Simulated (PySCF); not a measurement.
**Excited-state calculation of Ga10N10H12**

- system: Ga10N10H12
- method: TDDFT PBE/def2-SVP, vertical, gas phase, core orbitals frozen in the response (PySCF 2.14.0)

The geometry comes from this level: GFN2-xTB.

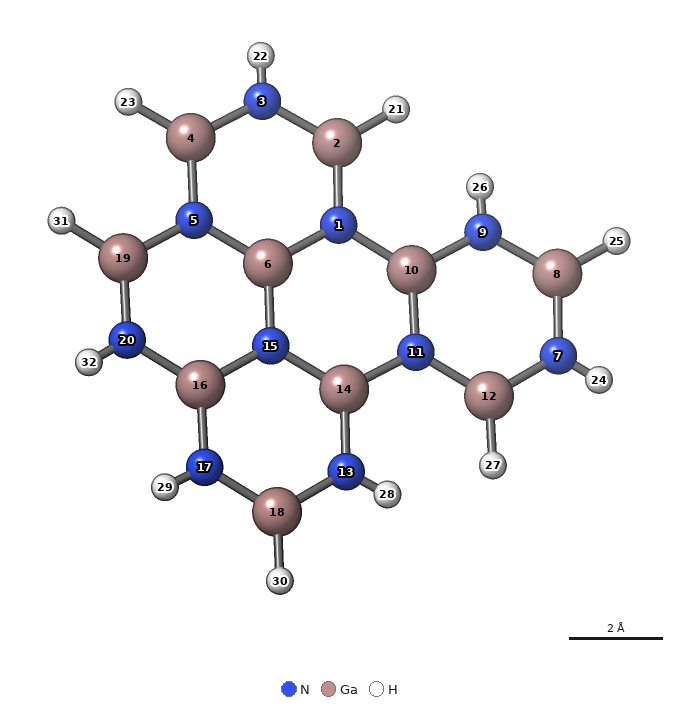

**Figure 1.** The input geometry (ball-and-stick view, seen at a tilt; atoms are numbered from 1 in the order of the input). Sticks mark near contacts. Bond lengths as drawn: Ga–H 1.55 Å, Ga–N 1.83 to 1.85 Å and H–N 1.02 Å.

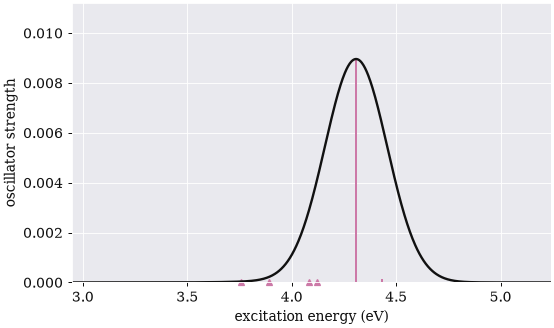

**Figure 2.** Computed excitations as sticks (degenerate states added up, dark ones marked on the axis), with a Gaussian envelope of 0.35 eV full width at half maximum, scaled to the tallest. Of the 6 states the lowest lies at 3.76 eV (f = 0.000); the strongest line is at 4.31 eV, or 288 nm (f = 0.009).

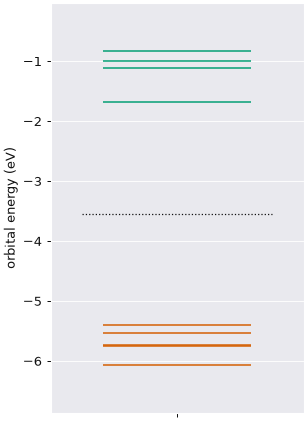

**Figure 3.** Orbital energies near the frontier; the dotted line parts filled from empty levels, and levels within 0.02 eV of each other stand side by side. Highest filled −5.40 eV, lowest empty −1.68 eV, 3.72 eV apart.

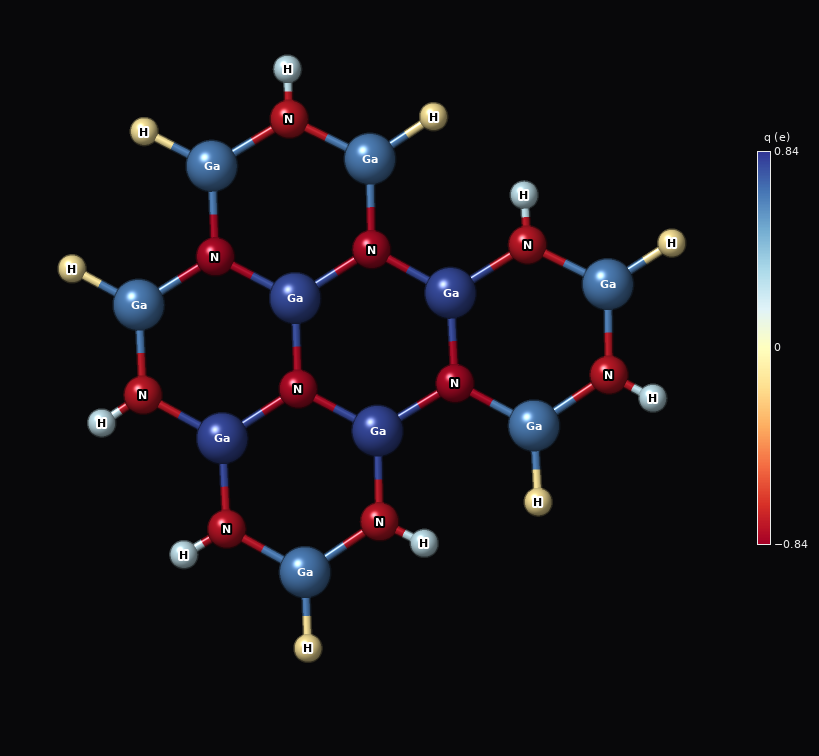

**Figure 4.** IAO charges, as the colour of each atom (ball-and-stick view, seen on its broad side). By element: N −0.80 to −0.74, Ga +0.63 to +0.79 and H −0.13 to +0.26 e.

These pictures come from the run below.

**The input**
```
{"job": {"kind": "uv", "basis": "def2-SVP", "grid": 1, "kgrid": 0, "vcut": null, "nstates": 6, "ntriplets": 2, "tda": false, "delta": ["ip_vertical"], "pop": true, "xc": "PBE"}, "charge": 0, "multiplicity": 1}
N     -1.408177     1.272112    -0.002500
Ga    -2.986692     2.218994    -0.001241
N     -4.560715     1.253939    -0.001849
Ga    -4.604248    -0.588583     0.001430
N     -3.001593    -1.501547     0.000709
Ga    -1.408064    -0.571772    -0.000494
N      3.366018     4.021226    -0.001698
Ga     1.791116     4.976076     0.000023
N      0.229225     4.014225     0.000752
Ga     0.209506     2.165410    -0.001405
N      1.817500     1.270369    -0.001728
Ga     3.415282     2.180535    -0.001222
N      3.371484    -1.519274     0.003237
Ga     1.783235    -0.577307     0.000513
N      0.189923    -1.496217     0.000555
Ga     0.203991    -3.339017     0.000908
N      1.817530    -4.237419     0.000469
Ga     3.421736    -3.351417     0.001785
Ga    -3.015002    -3.344847     0.000674
N     -1.412602    -4.239875     0.002919
H     -3.015122     3.772228    -0.000283
H     -5.441551     1.761704    -0.001643
H     -5.940747    -1.381598     0.004033
H      4.248409     4.527796    -0.001446
H      1.784258     6.524066     0.001320
H     -0.668419     4.493813     0.002110
H      4.775895     1.430617    -0.000716
H      4.234978    -0.981040     0.001129
H      1.784797    -5.253220    -0.000664
H      4.765312    -4.118569     0.002188
H     -4.370493    -4.106245    -0.000524
H     -1.385802    -5.255400     0.001671
```

The first line tells a small driver script what to run in PySCF; the rest is the geometry in Å.

Run as:
```bash
OMP_NUM_THREADS=2 python <driver script> task.json out
```

**Log**
```
start: PBE on a coarse grid of 145721 points
cycle   1  E = -19796.1815182549  dE = -2.049e+00  |g| = 2.762e+00  |ddm| = 7.550e+00
cycle   2  E = -19789.8228703986  dE =  6.359e+00  |g| = 5.745e+00  |ddm| = 7.068e+00
cycle   3  E = -19797.0673685066  dE = -7.244e+00  |g| = 1.097e+00  |ddm| = 6.072e+00
cycle   4  E = -19797.3698909417  dE = -3.025e-01  |g| = 1.807e-01  |ddm| = 1.109e+00
cycle   5  E = -19797.3653734742  dE =  4.517e-03  |g| = 1.986e-01  |ddm| = 3.357e-01
cycle   6  E = -19797.3751086432  dE = -9.735e-03  |g| = 4.264e-02  |ddm| = 1.987e-01
cycle   7  E = -19797.3755718494  dE = -4.632e-04  |g| = 1.831e-02  |ddm| = 6.161e-02
cycle   8  E = -19797.3756459216  dE = -7.407e-05  |g| = 7.560e-03  |ddm| = 2.073e-02
final grid: 145721 points
cycle   9  E = -19797.3755533892  dE =  9.253e-05  |g| = 2.078e-02  |ddm| = 2.341e-02
cycle  10  E = -19797.3747564840  dE =  7.969e-04  |g| = 6.135e-02  |ddm| = 6.708e-02
cycle  11  E = -19797.3756540263  dE = -8.975e-04  |g| = 4.846e-03  |ddm| = 5.100e-02
cycle  12  E = -19797.3756653564  dE = -1.133e-05  |g| = 9.322e-04  |ddm| = 4.579e-03
cycle  13  E = -19797.3756518936  dE =  1.346e-05  |g| = 1.530e-04  |ddm| = 9.454e-04
cycle  14  E = -19797.3756571760  dE = -5.282e-06  |g| = 3.902e-05  |ddm| = 1.611e-04
converged SCF energy = -19797.3756571760

Static polarisability (au): isotropic 340.405, principal 177.285 412.555 431.375

Singlet excitations
state   eV       nm        f      main configurations
  1   3.7591    329.8   0.00001   H->L 1.00
  2   3.8910    318.6   0.00002   H-1->L 0.99
  3   4.0810    303.8   0.00001   H-2->L 0.98
  4   4.1202    300.9   0.00005   H-3->L 0.98
  5   4.3075    287.8   0.00896   H->L+1 0.98
  6   4.4302    279.9   0.00013   H-4->L 0.98

Triplet excitations (Tamm-Dancoff, eV): 3.6734 3.8045
```

**Results in brief**

```tsv
quantity	value
outcome	converged
total energy	−19797.375657 hartree
HOMO	−5.40 eV
LUMO	−1.68 eV
dipole moment	0.19 D
mean polarisability	340.40 a.u.
lowest singlet excitation	3.76 eV
hardware	2 CPU threads, shared host
wall time	1.7 min (CPU time 3.1 min)
peak memory	1.5 GiB
```

**Remarks**

Spin–orbit coupling is left out, which matters for the heavy atoms. Checks after the run noted: ip_vertical: open-shell SCF did not converge.
